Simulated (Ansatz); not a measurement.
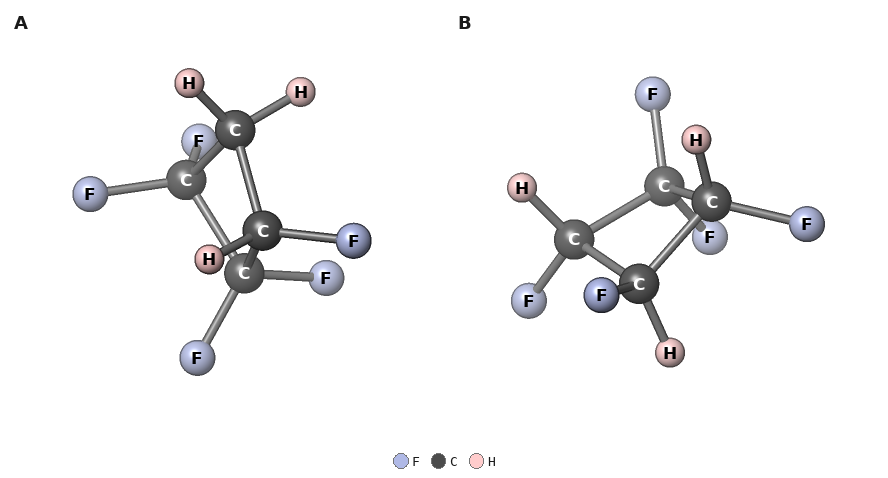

Atoms fade into the background with distance from the viewer. Computed geometry: PBE-D4/def2-SVP optimisation. No frequency run is at hand to confirm it as a minimum.

How are A and B related: the same structure turned, mirror images, conformers, diastereomers or constitutional isomers?

Answer. They are constitutional isomers of C4H3F5: A is F[C@H]1CC(F)(F)C1(F)F, B is F[C@@H]1[C@@H](F)C(F)(F)[C@H]1F
